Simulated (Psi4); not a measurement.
## SnCl$_{2}$: polarizability calculation

The run: polarizability calculation of SnCl$_{2}$. Method and program: wB97/def2-TZVPP, RKS, core potentials def2 (Psi4 1.11).

A bond length was changed on purpose from its optimised value.

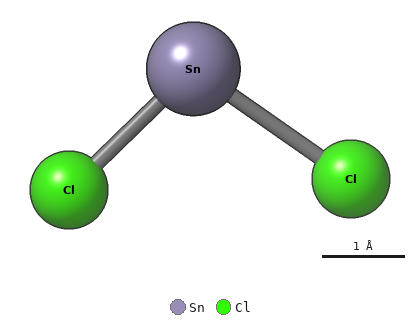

Fig. 1: The input geometry (ball-and-stick view, seen at a tilt). Sticks mark near contacts.

Summary

```tsv
quantity	value
outcome	converged
total energy	−1134.866004 hartree
basis functions	134
HOMO	−10.07 eV
LUMO	−0.89 eV
dipole moment	2.92 D
hardware	1 thread of AMD EPYC (Zen 3), 16 GiB of memory available, shared host
wall time	20 s
peak memory	0.58 GiB
```

The input (cl2sn.py)
```python
import psi4

psi4.set_memory('1600 MB')
psi4.set_num_threads(1)
psi4.core.set_output_file('run.log', False)

m = psi4.geometry("""
Sn
Cl 1 2.377849
Cl 1 2.1397 2 99.53792
""")

options = {'basis': 'def2-TZVPP'}
psi4.set_options(options)

energy_value = psi4.properties('wb97', properties=['dipole_polarizabilities'], molecule=m)
print('E =', round(energy_value, 9))
```

Command:
```bash
python cl2sn.py
```

The program's output
```
=> Loading Basis Set <=

    Name: DEF2-TZVPP
    Role: ORBITAL
    Keyword: BASIS

    !!!  WARNING: ECP capability is in beta. Please check occupations closely.  !!!

         ---------------------------------------------------------
                                   SCF
                              RKS Reference
                        1 Threads,   1525 MiB Core
         ---------------------------------------------------------

  ==> Geometry <==

    Molecular point group: cs
    Full point group: Cs

    Geometry (in Angstrom), charge = 0, multiplicity = 1:

       Center              X                  Y                   Z               Mass
    ------------   -----------------  -----------------  -----------------  -----------------
         SN           0.388688108368     0.372695506923     0.000000000000   119.902201630000
         CL           0.388688108368    -2.005153493077     0.000000000000    34.968852682000
         CL          -1.721433004649     0.727244485765     0.000000000000    34.968852682000

  Running in cs symmetry.

  Rotational constants: A =      0.18234  B =      0.08015  C =      0.05568 [cm^-1]
  Rotational constants: A =   5466.47276  B =   2402.93204  C =   1669.19391 [MHz]
  Nuclear repulsion =  220.025190654013812

  Charge       = 0
  Multiplicity = 1
  Electrons    = 56
  Nalpha       = 28
  Nbeta        = 28

  ==> Algorithm <==

  SCF Algorithm Type is DF.
  DIIS enabled.
  MOM disabled.
  Fractional occupation disabled.
  Guess Type is SAD.
  Energy threshold   = 1.00e-06
  Density threshold  = 1.00e-06
  Integral threshold = 1.00e-12

  ==> Primary Basis <==

  Basis Set: DEF2-TZVPP
    Blend: DEF2-TZVPP
    Number of shells: 44
    Number of basis functions: 134
    Number of Cartesian functions: 155
    Spherical Harmonics?: true
    Max angular momentum: 3

  Core potential: DEF2-TZVPP
    Number of shells: 4
    Number of ECP primitives: 18
    Number of ECP core electrons: 28
    Max angular momentum: 3

  ==> DFT Potential <==

   => LibXC <=

    Version 7.1.2

   => Composite Functional: WB97 <=

    wB97 GGA Exchange-Correlation Functional

    Deriv               =              1
    GGA                 =           TRUE
    Meta                =          FALSE

    Exchange Hybrid     =          FALSE
    MP2 Hybrid          =          FALSE

   => Exchange-Correlation Functionals <=

    1.0000   wB97 range-separated functional

   => Exact (HF) Exchange <=

    1.0000            HF,LR [omega = 0.4000]

   => LibXC Density Thresholds  <==

    XC_HYB_GGA_XC_WB97:  1.00E-14

   => Molecular Quadrature <=

    Radial Scheme          =       TREUTLER
    Pruning Scheme         =           NONE
    Nuclear Scheme         =       TREUTLER

    Blocking Scheme        =         OCTREE
    BS radius alpha        =              1
    Pruning alpha          =              1
    Radial Points          =             75
    Spherical Points       =            302
    Total Points           =          64562
    Total Blocks           =            574
    Max Points             =            254
    Max Functions          =            123
    Weights Tolerance      =       1.00E-15

   => Loading Basis Set <=

    Name: (DEF2-TZVPP AUX)
    Role: JKFIT
    Keyword: DF_BASIS_SCF

  ==> Integral Setup <==

  DFHelper Memory: AOs need 0.185 GiB; user supplied 0.944 GiB.
  SCF_SUBTYPE=INCORE selected. In-core MEM_DF algorithm will be used.
  Using in-core AOs.

  ==> MemDFJK: Density-Fitted J/K Matrices <==

    J tasked:                   Yes
    K tasked:                    No
    wK tasked:                  Yes
    Omega:                4.000E-01
    Memory [MiB]:               967
    Algorithm:                 Core
    Schwarz Cutoff:           1E-12
    Mask sparsity (%):       6.0258
    Fitting Condition:        1E-10

   => Auxiliary Basis Set <=

  Basis Set: (DEF2-TZVPP AUX)
    Blend: DEF2-UNIVERSAL-JKFIT
    Number of shells: 122
    Number of basis functions: 474
    Number of Cartesian functions: 619
    Spherical Harmonics?: true
    Max angular momentum: 5

  Cached 100.0% of DFT collocation blocks in 0.173 [GiB].

  Minimum eigenvalue in the overlap matrix is 4.0412962601E-03.
  Reciprocal condition number of the overlap matrix is 9.8357475066E-04.
    Using symmetric orthogonalization.

  ==> Pre-Iterations <==

  SCF Guess: Superposition of Atomic Densities via on-the-fly atomic UHF (no occupation information).

 WARNING: Atomic UHF is not converging! Try casting from a smaller basis or call Rob at CCMST.
   -------------------------
    Irrep   Nso     Nmo
   -------------------------
     A'        89      89
     A"        45      45
   -------------------------
    Total     134     134
   -------------------------

  ==> Iterations <==

                           Total Energy        Delta E     RMS |[F,P]|

   @DF-RKS iter SAD: -1133.31846734765600   -1.13332e+03   0.00000e+00
   @DF-RKS iter   1: -1134.74336973231084   -1.42490e+00   6.24898e-03 DIIS/ADIIS
   @DF-RKS iter   2: -1134.82726525258067   -8.38955e-02   4.09457e-03 DIIS/ADIIS
   @DF-RKS iter   3: -1134.86539013117590   -3.81249e-02   3.14839e-04 DIIS/ADIIS
   @DF-RKS iter   4: -1134.86586905179479   -4.78921e-04   1.15226e-04 DIIS/ADIIS
   @DF-RKS iter   5: -1134.86598969540955   -1.20644e-04   3.07451e-05 DIIS
   @DF-RKS iter   6: -1134.86600283238158   -1.31370e-05   1.04576e-05 DIIS
   @DF-RKS iter   7: -1134.86600406770594   -1.23532e-06   2.85664e-06 DIIS
   @DF-RKS iter   8: -1134.86600419649585   -1.28790e-07   1.07101e-06 DIIS
   @DF-RKS iter   9: -1134.86600420863169   -1.21358e-08   3.31535e-07 DIIS
  Energy and wave function converged.

  ==> Post-Iterations <==

   Electrons on quadrature grid:
      Ntotal   =   55.9999967337 ; deviation = -3.266e-06

    Orbital Energies [Eh]
    ---------------------

    Doubly Occupied:

       1Ap  -100.928953     2Ap  -100.893831     3Ap    -9.411261
       4Ap    -9.372945     5Ap    -7.217391     1App   -7.214443
       6Ap    -7.212670     7Ap    -7.179556     2App   -7.176183
       8Ap    -7.174733     9Ap    -5.170070     3App   -3.553259
      10Ap    -3.546209    11Ap    -3.542676    12Ap    -1.190489
      13Ap    -1.181452     4App   -1.180596     5App   -1.177502
      14Ap    -1.172580    15Ap    -0.979395    16Ap    -0.923810
      17Ap    -0.619366    18Ap    -0.492386     6App   -0.479221
      19Ap    -0.473147     7App   -0.427413    20Ap    -0.419967
      21Ap    -0.370204

    Virtual:

       8App   -0.032589    22Ap     0.051835    23Ap     0.074916
       9App    0.156284    24Ap     0.175046    25Ap     0.198052
      26Ap     0.206915    10App    0.253941    11App    0.268419
      27Ap     0.270165    28Ap     0.300268    29Ap     0.310004
      30Ap     0.422131    31Ap     0.437734    12App    0.440417
      32Ap     0.450874    13App    0.479553    33Ap     0.492207
      14App    0.511474    34Ap     0.533888    15App    0.553535
      35Ap     0.554062    36Ap     0.575912    16App    0.603077
      17App    0.622200    37Ap     0.638662    38Ap     0.664894
      39Ap     0.684580    18App    0.759773    40Ap     0.824487
      19App    0.864487    41Ap     0.867965    42Ap     0.942224
      43Ap     0.975057    20App    0.981780    21App    1.057649
      44Ap     1.076807    45Ap     1.078582    46Ap     1.121071
      47Ap     1.152722    22App    1.193682    23App    1.197907
      48Ap     1.226705    49Ap     1.323336    50Ap     1.494103
      24App    1.850676    51Ap     1.852983    25App    1.876461
      52Ap     1.882284    26App    1.951701    53Ap     1.959832
      54Ap     1.970412    27App    1.981859    55Ap     2.002067
      56Ap     2.019328    57Ap     2.167962    28App    2.169442
      58Ap     2.180822    29App    2.181105    59Ap     2.189842
      30App    2.200610    60Ap     2.217235    31App    2.223829
      61Ap     2.226360    32App    2.248124    62Ap     2.291835
      63Ap     2.321943    33App    2.348048    64Ap     2.349083
      34App    2.381012    35App    2.389720    65Ap     2.390426
      66Ap     2.411844    67Ap     2.454265    36App    2.455000
      37App    2.484375    68Ap     2.504683    38App    2.580819
      69Ap     2.594815    70Ap     2.666627    71Ap     2.742287
      72Ap     3.079833    73Ap     3.607193    39App    8.090813
      74Ap     8.095926    40App    8.123536    75Ap     8.128596
      76Ap     8.183060    41App    8.183142    42App    8.201173
      77Ap     8.229666    78Ap     8.235791    79Ap     8.258342
      43App   10.737297    80Ap    10.750754    44App   10.763706
      81Ap    10.777998    82Ap    10.928771    83Ap    11.016942
      84Ap    24.902892    85Ap    25.004940    86Ap    36.332789
      45App   37.044905    87Ap    37.164854    88Ap    37.355610
      89Ap   113.840718

    Final Occupation by Irrep:
             Ap   App
    DOCC [    21,    7 ]
    NA   [    21,    7 ]
    NB   [    21,    7 ]

  @DF-RKS Final Energy: -1134.86600420863169

   => Energetics <=

    Nuclear Repulsion Energy =            220.0251906540138123
    One-Electron Energy =               -2086.8560852602990963
    Two-Electron Energy =                 795.1158191616374324
    DFT Exchange-Correlation Energy =     -63.1509287639838419
    Empirical Dispersion Energy =           0.0000000000000000
    VV10 Nonlocal Energy =                  0.0000000000000000
    Total Energy =                      -1134.8660042086316935

Computation Completed

Properties will be evaluated at   0.000000,   0.000000,   0.000000 [a0]

Properties computed using the WB97 density matrix

 Multipole Moments:

 ------------------------------------------------------------------------------------
     Multipole            Electronic (a.u.)      Nuclear  (a.u.)        Total (a.u.)
 ------------------------------------------------------------------------------------

 L = 1.  Multiply by 2.5417464519 to convert [e a0] to [Debye]
 Dipole X            :         27.0724758          -26.6555788            0.4168970
 Dipole Y            :         26.6277456          -25.5588330            1.0689126
 Dipole Z            :          0.0000000            0.0000000            0.0000000
 Magnitude           :                                                    1.1473348

 ------------------------------------------------------------------------------------

         ---------------------------------------------------------
                       CPSCF Linear Response Solver
         ---------------------------------------------------------

   ==> Requested Responses <==

    Dipole polarizabilities

   ==> Coupled-Perturbed RKS Solver <==

    Maxiter             =         100
    Convergence         =   1.000E-06
    Number of equations =           3
   -----------------------------------------------------
     Iter   Residual RMS      Max RMS  Remain  Time [s]
   -----------------------------------------------------
    Guess      2.496e+00    2.704e+00       3         1
        1      9.601e-01    1.023e+00       3         2
        2      3.264e-01    3.735e-01       3         3
        3      1.087e-01    1.291e-01       3         4
        4      3.730e-02    4.498e-02       3         5
        5      1.196e-02    1.373e-02       3         6
        6      3.520e-03    4.879e-03       3         7
        7      9.289e-04    1.321e-03       3         8
        8      2.777e-04    3.824e-04       3         9
        9      8.599e-05    1.316e-04       3        10
       10      2.319e-05    3.757e-05       3        10
       11      7.487e-06    1.389e-05       3        11
       12      1.962e-06    3.177e-06       2        12
       13      7.832e-07    1.049e-06       1        13
       14      5.442e-07    3.318e-07       0        13
   -----------------------------------------------------

    Solver has converged.

   ==> Response Properties <==

    => Dipole polarizabilities <=

              X          Y          Z
    ----- ---------- ---------- ----------
      X     61.23589   -5.63537   -0.00000
      Y     -5.63537   70.00495   -0.00000
      Z     -0.00000   -0.00000   43.74696

	total time  =         18 seconds =       0.30 minutes
```

Standard output
```
E = -1134.866004209
```

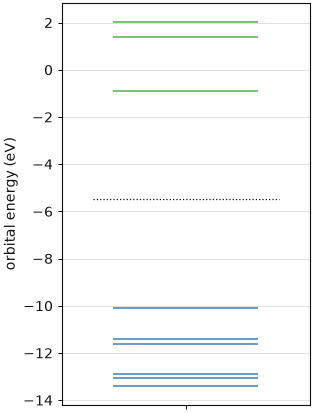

Fig. 2: Orbital energies near the frontier; the dotted line parts filled from empty levels, and levels within 0.02 eV of each other stand side by side. Highest filled −10.07 eV, lowest empty −0.89 eV, 9.18 eV apart.
